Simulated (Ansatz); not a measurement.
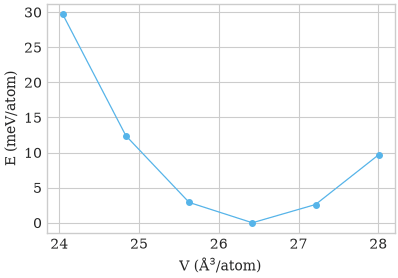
Fig. 1. KCd4As3 in space group R-3m (No. 166; Pearson symbol hR8) under volume change, the program Ansatz at the r²SCAN level (PAW), shape and atoms relaxed at each volume.

Task: What does a third-order Birch–Murnaghan fit give for V₀, B₀ and B′?

Result: V₀ = 26.43 Å³/atom, B₀ = 37.0 GPa, B′ = 4.7.

The workflow started from an entry of the Crystallography Open Database (COD, 200 K). Whether it is the stable phase at ambient conditions was not checked. The cell was relaxed with r²SCAN under the symmetry of its start; its stability against distortions is not shown here.

Potentials: the later of the program's two PAW sets.
